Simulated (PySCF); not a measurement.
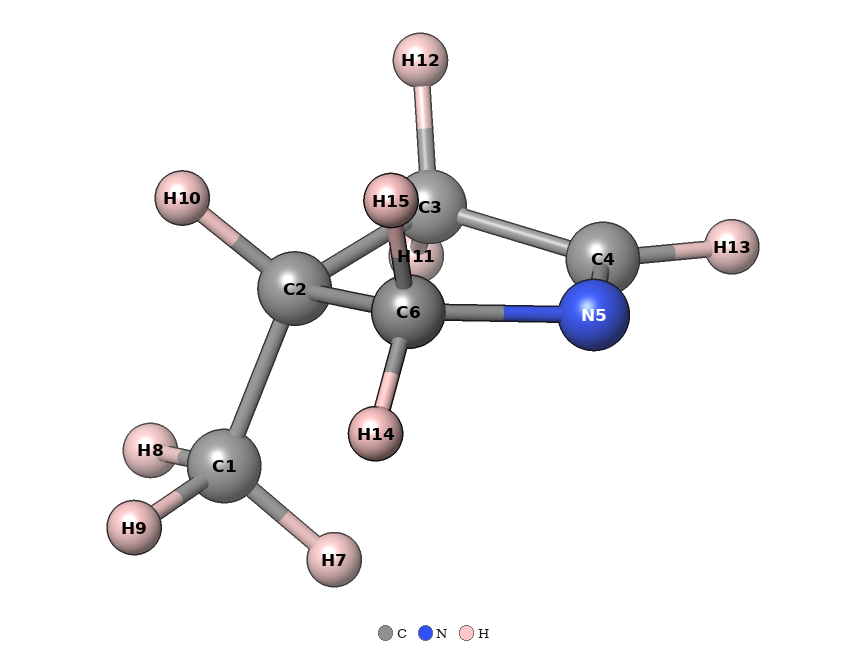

Distant atoms are faded towards the background colour. Computed geometry: PBE0-D3(BJ)/def2-SVP optimisation. No frequency run is at hand to confirm it as a minimum.

**How is the 5-membered ring C2–C3–C4–N5–C6 puckered?**

It is an envelope, with C2 as the flap. The Cremer–Pople amplitude Q is 0.23 Å.

**Give the torsion angles round the ring, beginning with the bond from its second to its third atom.**

−14°, 0°, 14°, −22°, 20°.
